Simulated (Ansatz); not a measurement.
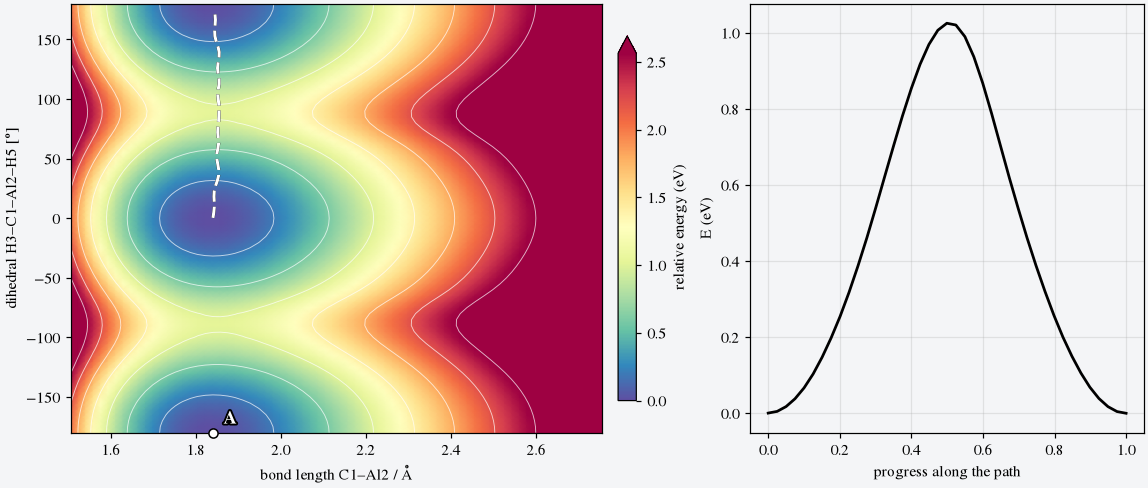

CH4Al, SMILES [CH2-][AlH2], charge −1. The first coordinate is: bond length C1–Al2; the second: dihedral H3–C1–Al2–H5. Nothing is relaxed (all other coordinates rigid). Grid: 15 × 15 points; 120 points were computed and 105 follow by symmetry. All energies are given in eV relative to the relaxed molecule at the same level. The reference is spin-restricted, which grows unreliable where a bond is stretched far. Method: RKS PBE0-D4/def2-TZVPD (Ansatz).

The picture shows a smooth colour map with a few white contour lines, a line along the lowest path, one colour for all values above the top of the scale, the energy along the path at the right, the start A. Between grid points the surface is interpolated.

Q: Describe the path and its barrier.

A: The easiest path leads from the well at about bond length C1–Al2 = 1.84 Å, dihedral H3–C1–Al2–H5 = −180° to a well of about the same depth at about bond length C1–Al2 = 1.84 Å, dihedral H3–C1–Al2–H5 = 0°. Its highest point lies about 1 eV above the bottom of the first well on the interpolated surface, at about bond length C1–Al2 = 1.85 Å, dihedral H3–C1–Al2–H5 = 90°. The start is the relaxed structure and all else is held, so a fully relaxed path at this level can only be lower.
